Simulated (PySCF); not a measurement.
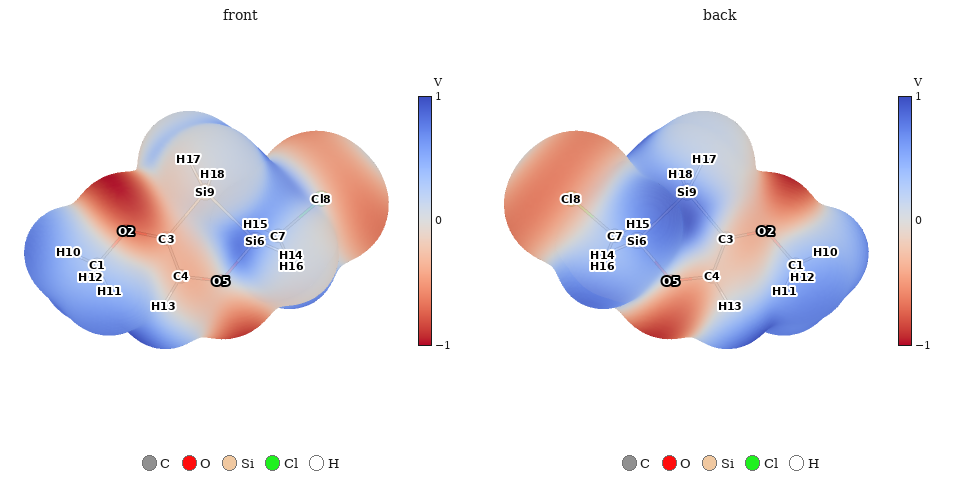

C₄H₉ClO₂Si₂. The molecular electrostatic potential painted on the density surface at 0.001 e/bohr³, seen from the front and from behind; the colour scale runs from red (negative) to blue (positive).

Geometry: GFN2-xTB.

Level of theory: PySCF 2.14.0, PBE0/pcSseg-1, SCF density, gas phase, non-relativistic.

```xyz
18

C    -3.3345    0.2485   -0.3495
O    -2.1512    0.3340   -1.1077
C    -0.9607    0.2975   -0.4399
C    -0.8042    0.2143    0.8843
O     0.4344    0.1674    1.4583
Si    1.7862    0.3570    0.5326
C     2.9348   -1.0948    1.0045
Cl    4.5222   -0.8162    0.2507
Si    0.6328    0.3446   -1.4681
H    -4.1522    0.2921   -1.0667
H    -3.4187    1.0841    0.3527
H    -3.3825   -0.6941    0.2058
H    -1.5923    0.1722    1.6226
H     2.4155    1.5831    1.0322
H     2.5898   -2.0640    0.6516
H     3.1055   -1.1602    2.0765
H     0.6993   -0.8251   -2.3511
H     0.6672    1.5658   -2.2741
```

> Where is the surface potential most negative and most positive?

The most negative region (about −1.0 V) lies over O2, the most positive (about +0.9 V) over Si6, Si9 and H13.
